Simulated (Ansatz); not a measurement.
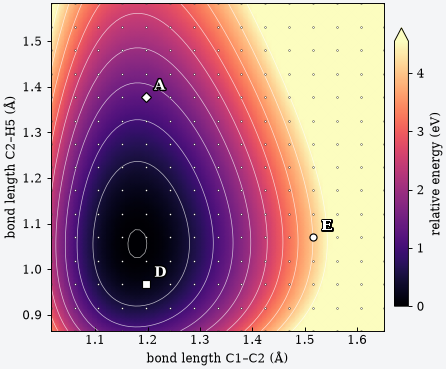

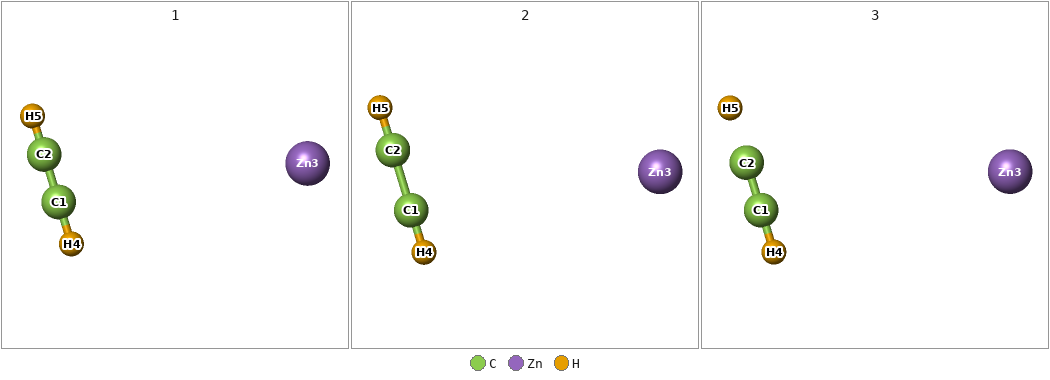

C2H2Zn. 
- The first coordinate is: bond length C1–C2; the second: bond length C2–H5.
- Nothing is relaxed (all other coordinates rigid).
- Grid: 15 × 15 points.
- Points are written as (first, second).
- Energies: eV, counted from the lowest grid point.
- The reference is spin-restricted, which grows unreliable where a bond is stretched far.
- Method: Ansatz 0.2.0, RHF/def2-TZVP.

The picture shows a smooth colour map with a few white contour lines, dots at the grid points, one colour for all values above the top of the scale, lettered points. Between grid points the surface is interpolated. The numbered pictures are the structures at these points, in random order.

### Which structure belongs to which point?

A is structure 3: (1.197 Å, 1.378 Å), 1.3 eV; D is structure 1: (1.197 Å, 0.968 Å), 0.19 eV; E is structure 2: (1.516 Å, 1.070 Å), 4.0 eV.
